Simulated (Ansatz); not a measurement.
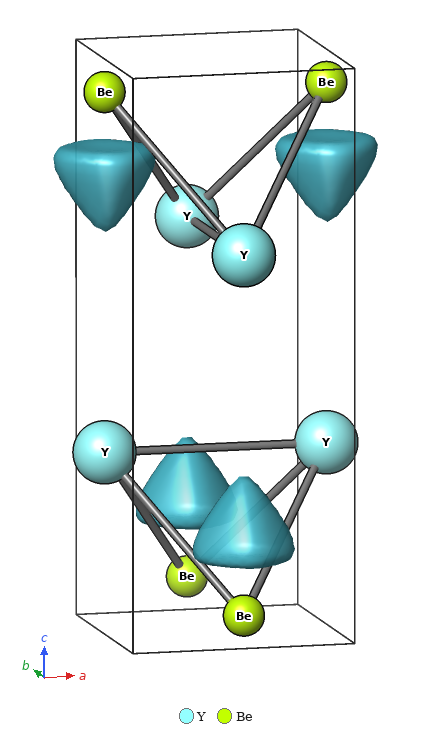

Figure 1: YBe. Isosurface of the ELF at 0.7 (cyan), seen slightly off an axis. Only the valence region is drawn (cores and ρ < 0.01 e/Å³ removed). Sticks mark near contacts.

Space group P4/nmm; a structure generated by program, which may or may not match a known phase.

Theory: DFT PBE, scalar-relativistic, plane waves, PAW in Ansatz.

In a PAW calculation such maps are meaningful between the atoms, not at the nuclei.

The calculation's input:

```
crystal:
  lattice:
    - [3.119623699, 0.0, 0.0]
    - [0.0, 3.119623699, 0.0]
    - [0.0, 0.0, 8.077689692]
  atoms:
    - { symbol: "Y", position: [0.5, 0.0, 0.681262873] }
    - { symbol: "Y", position: [0.0, 0.5, 0.318737127] }
    - { symbol: Be, position: [0.5, 0.0, 0.0603117977] }
    - { symbol: Be, position: [0.0, 0.5, 0.9396882023] }
basis:
  ecutwfc: 420
kpoints:
  mp_grid: { grid: [14, 14, 6] }
hamiltonian:
  xc: pbe
scf:
  occupations: { method: gaussian, width: 0.1 }
output:
  forces: true
  stress: true
  eigenvalues: true
  write_density: true
  write_potential: true
  elf: true
  volumetric_format: npy
relax:
  adjacent_minimum: "off"
  f_tol: 0.01
  max_steps: 80
  cell: { stress_tol: 0.05 }
```

Run with:

```sh
ansatz run input.yaml --threads 1 --pin off --max-ram 2560MiB --backend cpu --events-out ev --progress --plain --runs-dir out
```

Below, planes, directions and counts refer to the conventional cell (a = 3.14 Å, b = 3.14 Å, c = 8.00 Å, α = 90.00°, β = 90.00°, γ = 90.00°).

The fields are those of the run's last geometry, not of the input's.

What do the ELF domains correspond to?

At this value the surface marks out two pockets between the atoms, centred on no nucleus (multi-centre or interstitial), counted in one cell of 4 atoms. Regions shared between cells count once.

Values along the shortest contacts:
Y–Be (2.99 Å): the ELF is about 0.15 at the midpoint: no localised pair shows between them. Y–Y (3.14 Å): the ELF is about 0.05 at the midpoint (no shared electron pair shows on this line).
